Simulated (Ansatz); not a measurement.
# Run report: BNH5O2F, saddle-point search (part 1 of 2)

System: BNH5O2F.
Method: RKS B3LYP-D4/def2-SVP (Ansatz 0.2.0).

Figures and captions count atoms from 1; the log counts them from 0 in places.

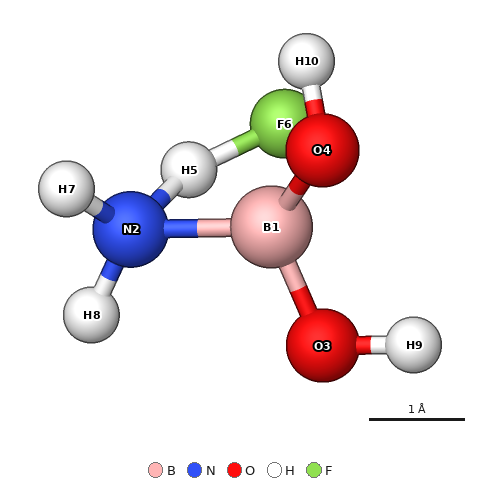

**Figure 1.** The starting structure (ball-and-stick view, seen at a tilt; atoms are numbered from 1 in the order of the input). Bond lengths as drawn: B–N 1.54 Å, B–O 1.37 Å, F–H 1.16 Å, H–N 1.05 to 1.19 Å and H–O 0.97 to 0.98 Å.

## The input
```yaml
crystal:
  periodic: [false, false, false]
  atoms:
    - {symbol: B, position_ang: [-0.349614, 0.136534, -0.184347]}
    - {symbol: N, position_ang: [1.159606, -0.176141, -0.081826]}
    - {symbol: O, position_ang: [-0.847662, -0.425693, -1.332931]}
    - {symbol: O, position_ang: [-0.977751, 1.251548, 0.312261]}
    - {symbol: H, position_ang: [0.594732, -0.813813, 0.746448]}
    - {symbol: F, position_ang: [-0.398993, -1.057296, 1.298498]}
    - {symbol: H, position_ang: [1.768705, 0.704294, 0.119913]}
    - {symbol: H, position_ang: [1.620087, -0.717535, -0.850126]}
    - {symbol: H, position_ang: [-1.813381, -0.299802, -1.388213]}
    - {symbol: H, position_ang: [-0.817524, 1.332399, 1.269048]}
basis:
  gaussian: {orbitals: def2-SVP}
hamiltonian: {xc: {name: B3LYP}, dispersion: d4}
saddle:
  f_tol: 0.02
  max_steps: 40
  mode_guess:
    - [-0.1987, -0.2541, 0.3466]
    - [0.0434, -0.1040, 0.1149]
    - [0.0081, -0.0212, 0.0494]
    - [0.0009, 0.0184, 0.0517]
    - [0.5734, 0.1446, -0.3274]
    - [-0.3895, 0.2405, -0.2593]
    - [-0.0211, -0.0247, 0.0372]
    - [-0.0014, -0.0457, 0.0203]
    - [0.0114, -0.0040, -0.0433]
    - [-0.0264, 0.0502, 0.0099]
```

Run on 4 threads of Arm Neoverse V1, 23 GiB of memory available, shared host.

Run as:
```bash
ansatz run in.yaml --threads 4 --pin off --events-out ev --progress --plain --max-ram 9574MiB
```

## What the program printed
```
Functional definition: B3LYP
  name "B3LYP"
  cite "Stephens, Devlin, Chabalowski & Frisch, J. Phys. Chem. 98, 11623 (1994) doi:10.1021/j100096a001"
  cite "Becke, Phys. Rev. A 38, 3098 (1988) doi:10.1103/PhysRevA.38.3098"
  cite "Lee, Yang & Parr, Phys. Rev. B 37, 785 (1988) doi:10.1103/PhysRevB.37.785"
  cite "Vosko, Wilk & Nusair, Can. J. Phys. 58, 1200 (1980) doi:10.1139/p80-159"
  parameter a0 = 0.2
  parameter ax = 0.72
  parameter ac = 0.81
  exchange = (1 - a0 - ax)*slater_x + ax*b88_x + a0*exact_x
  correlation = (1 - ac)*vwn_rpa_c + ac*lyp_c
1023 factors; integrals over basis functions are off by at most 3.3e-4 eV
mean field evaluation 1: about -9044.7814 eV, gradient 7.8e1 eV
mean field evaluation 2: about -9035.2594 eV, gradient 1.1e2 eV
mean field evaluation 4: about -9055.1926 eV, gradient 3.7e0 eV
mean field evaluation 8: about -9055.2547 eV, gradient 1.5e-1 eV
mean field evaluation 16: about -9055.2547 eV, gradient 1.6e-5 eV
mean field -9055.25471344 eV, -332.7744728469 hartree, gradient 1.6e-5 eV, S^2 0.000000; 0 other end points of the search recorded, 0 dependent functions left out
the calculation of the forces begins
reference -9055.25491938 eV, -332.7744804150 hartree; 21, 21 occupied and 74, 74 virtual orbitals, 1023 factors
these checks for a lower state are left out or cut short: stability, starts, cluster_reference, orbital_swaps, neighbouring_geometries, increment
1023 factors; integrals over basis functions are off by at most 3.3e-4 eV
mean field -9055.25222490 eV, -332.7743813948 hartree, gradient 2.7e-6 eV, S^2 0.000000; 0 other end points of the search recorded, 0 dependent functions left out
[... from here on the field's lines of each further geometry are left out, up to the last ...]
saddle step   1: F+E_penalty+E_count = -9055.49096280 eV  max|allowed force component| = 2.340e0 eV/Å  curvature = -6.8159 eV/Å²  mode residual = 3.97e0 eV/Å²  Δτ_max = 0.0000 Å  (1 rotations, 3 force calls, 68 SCF iters)  cluster: 3 rotations left out, max|force component along them| = 2.672e-7 eV/Å
saddle step   2: F+E_penalty+E_count = -9055.77594934 eV  max|allowed force component| = 8.616e-1 eV/Å  curvature = -11.3345 eV/Å²  mode residual = 3.41e0 eV/Å²  Δτ_max = 0.2000 Å  (1 rotations, 3 force calls, 71 SCF iters)  cluster: 3 rotations left out, max|force component along them| = 4.863e-7 eV/Å
saddle step   3: F+E_penalty+E_count = -9055.83006310 eV  max|allowed force component| = 2.836e-1 eV/Å  curvature = -9.8426 eV/Å²  mode residual = 1.33e0 eV/Å²  Δτ_max = 0.0708 Å  (1 rotations, 3 force calls, 71 SCF iters)  cluster: 3 rotations left out, max|force component along them| = 3.914e-7 eV/Å
saddle step   4: F+E_penalty+E_count = -9055.83160354 eV  max|allowed force component| = 1.245e-1 eV/Å  curvature = -9.8914 eV/Å²  mode residual = 1.27e0 eV/Å²  Δτ_max = 0.0083 Å  (1 rotations, 3 force calls, 73 SCF iters)  cluster: 3 rotations left out, max|force component along them| = 3.827e-7 eV/Å
saddle step   5: F+E_penalty+E_count = -9055.83231021 eV  max|allowed force component| = 8.238e-2 eV/Å  curvature = -9.8663 eV/Å²  mode residual = 7.91e-1 eV/Å²  Δτ_max = 0.0100 Å  (1 rotations, 3 force calls, 74 SCF iters)  cluster: 3 rotations left out, max|force component along them| = 3.713e-7 eV/Å
saddle step   6: F+E_penalty+E_count = -9055.83303828 eV  max|allowed force component| = 6.864e-2 eV/Å  curvature = -9.8692 eV/Å²  mode residual = 8.12e-1 eV/Å²  Δτ_max = 0.0095 Å  (1 rotations, 3 force calls, 73 SCF iters)  cluster: 3 rotations left out, max|force component along them| = 3.692e-7 eV/Å
saddle step   7: F+E_penalty+E_count = -9055.83352839 eV  max|allowed force component| = 3.975e-2 eV/Å  curvature = -9.8950 eV/Å²  mode residual = 5.01e-1 eV/Å²  Δτ_max = 0.0065 Å  (1 rotations, 3 force calls, 73 SCF iters)  cluster: 3 rotations left out, max|force component along them| = 3.612e-7 eV/Å
saddle step   8: F+E_penalty+E_count = -9055.83370766 eV  max|allowed force component| = 3.290e-2 eV/Å  curvature = -9.9004 eV/Å²  mode residual = 4.35e-1 eV/Å²  Δτ_max = 0.0047 Å  (1 rotations, 3 force calls, 65 SCF iters)  cluster: 3 rotations left out, max|force component along them| = 3.826e-7 eV/Å
saddle step   9: F+E_penalty+E_count = -9055.83384813 eV  max|allowed force component| = 2.286e-2 eV/Å  curvature = -9.9308 eV/Å²  mode residual = 2.93e-1 eV/Å²  Δτ_max = 0.0048 Å  (1 rotations, 3 force calls, 65 SCF iters)  cluster: 3 rotations left out, max|force component along them| = 3.689e-7 eV/Å
saddle step  10: F+E_penalty+E_count = -9055.83392732 eV  max|allowed force component| = 2.445e-2 eV/Å  curvature = -9.8881 eV/Å²  mode residual = 2.32e-1 eV/Å²  Δτ_max = 0.0061 Å  (1 rotations, 3 force calls, 65 SCF iters)  cluster: 3 rotations left out, max|force component along them| = 3.609e-7 eV/Å
saddle step  11: F+E_penalty+E_count = -9055.83396466 eV  max|allowed force component| = 6.186e-3 eV/Å  curvature = -9.9072 eV/Å²  mode residual = 1.95e-1 eV/Å²  Δτ_max = 0.0012 Å  (1 rotations, 7 force calls, 117 SCF iters)  cluster: 3 rotations left out, max|force component along them| = 3.793e-7 eV/Å
saddle search: the force at step 12 is within saddle.f_tol, and the search now checks the order of the point unasked, as it does wherever a lone molecule whose rigid rotations it leaves out would converge (saddle.isolated_cluster): at most 100 rotations across the mode and 202 force calls, two more next to a line or behind a second negative curvature, two more where it reads a positive, two for each turn that reads one and six more at each negative that it reads, and up to 22 at one that stands (24 where saddle.amplitude is under 0.005 Å), over each length that the point is read over (saddle.order_check: false declines the check)
saddle search: the rotation starts from a random direction (saddle.seed = 0)
the calculation of the forces begins
reference -9055.59714987 eV, -332.7870571536 hartree; 21, 21 occupied and 74, 74 virtual orbitals, 1023 factors
1023 factors; integrals over basis functions are off by at most 4.7e-4 eV
mean field -9055.59694182 eV, -332.7870495078 hartree, gradient 7.8e-6 eV, S^2 0.000000; 1 other end points of the search recorded, 0 dependent functions left out
the calculation of the forces begins
reference -9055.59714420 eV, -332.7870569451 hartree; 21, 21 occupied and 74, 74 virtual orbitals, 1023 factors
saddle step  12: F+E_penalty+E_count = -9055.83402330 eV  max|allowed force component| = 3.672e-3 eV/Å  curvature = -9.8176 eV/Å² (error put at 0.0074; -9.8249 at half of saddle.amplitude)  mode residual = 1.15e-1 eV/Å²  Δτ_max = 0.0123 Å  (1 rotations, 69 force calls, 1034 SCF iters)  order check (unasked): positive, curvature across the mode = +0.2700 eV/Å²; +0.1914 less its residual, +0.1899 less it at half of saddle.amplitude; error put at 0.0014 (58 force calls)  cluster: 3 rotations left out, max|force component along them| = 3.578e-7 eV/Å
```

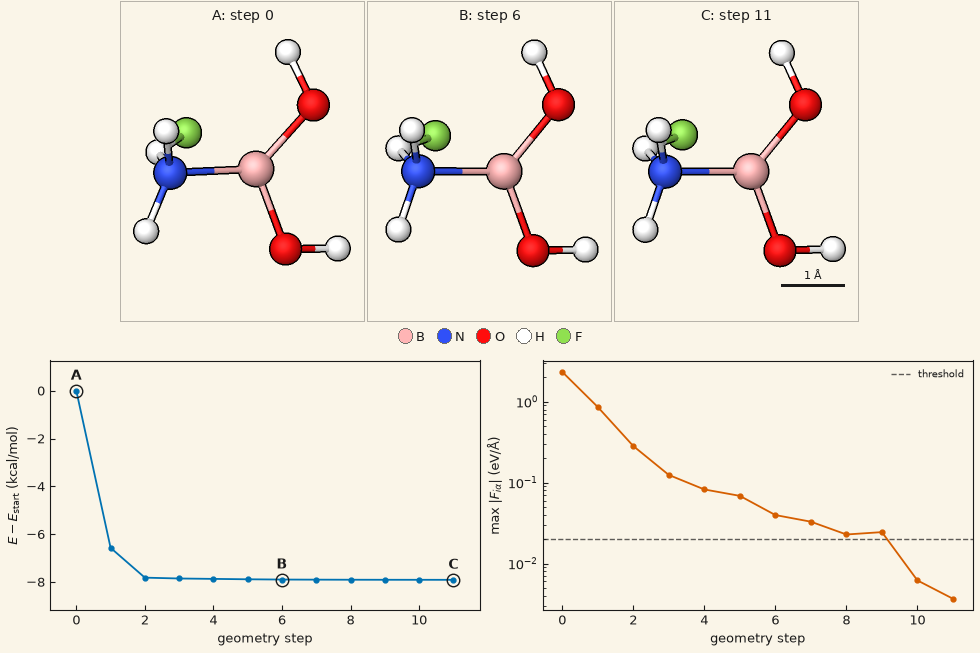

**Figure 2.** Frames of the saddle-point search (ball-and-stick view, seen at a tilt) above the curves, on which the letters mark them (the first geometry is step 0 here and step 1 in the log).

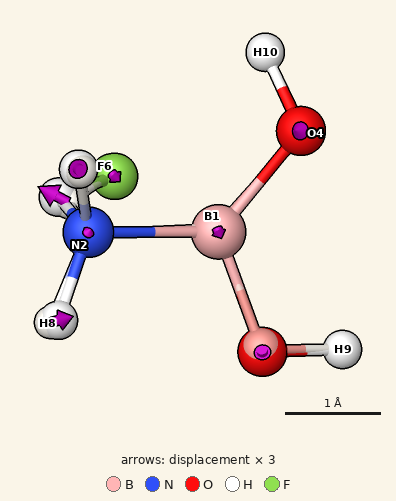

**Figure 3.** Start (faint) and end (solid) with the displacements as pink arrows, magnified 3 times (ball-and-stick view, seen at a tilt). The two geometries are laid on each other by the best rigid fit. Over 11 geometry steps the energy falls by 7.91 kcal/mol. The largest force component goes from 2.3 to 0.0037 eV/Å. H5 moves most after the best rigid fit: 0.13 Å. Largest moves by element: H 0.13 Å, O 0.07 Å, F 0.05 Å, B 0.05 Å, N 0.03 Å. Among the contacts that change: N2–H7 1.089 → 1.018 Å, N2–H5 1.188 → 1.247 Å, N2–H8 1.047 → 1.019 Å, H5–F6 1.163 → 1.189 Å. Among the angles that change: N2–H5–F6 148.2° → 135.1°, H5–N2–H7 124.8° → 118.3°, B1–N2–H5 72.0° → 78.1°. (Atoms are counted from 1 in the order of the input.)

```
Total energy: -9055.83422568 eV, -332.7957695288 hartree
Atom 0 at    -0.353896     0.133357    -0.229694 Å, force     0.002971    -0.001760    -0.000279 eV/Å
Atom 1 at     1.162741    -0.144356    -0.080530 Å, force     0.000987    -0.001626    -0.002603 eV/Å
Atom 2 at    -0.886607    -0.472124    -1.333249 Å, force    -0.001228    -0.001246     0.000922 eV/Å
Atom 3 at    -0.914654     1.276638     0.298641 Å, force     0.000098     0.002814     0.003310 eV/Å
Atom 4 at     0.682650    -0.842484     0.834344 Å, force     0.000345     0.002611     0.000640 eV/Å
Atom 5 at    -0.411531    -1.046010     1.252618 Å, force    -0.003519    -0.002720     0.002174 eV/Å
Atom 6 at     1.740785     0.653835     0.174742 Å, force    -0.000491     0.000719     0.000124 eV/Å
Atom 7 at     1.569035    -0.646625    -0.868518 Å, force     0.001516     0.001277    -0.000812 eV/Å
Atom 8 at    -1.834779    -0.303867    -1.395861 Å, force     0.000067     0.001412     0.000195 eV/Å
Atom 9 at    -0.815540     1.326132     1.256231 Å, force    -0.000746    -0.001482    -0.003672 eV/Å
Dipole moment:     0.501313     0.248094    -0.055393 e Å
```
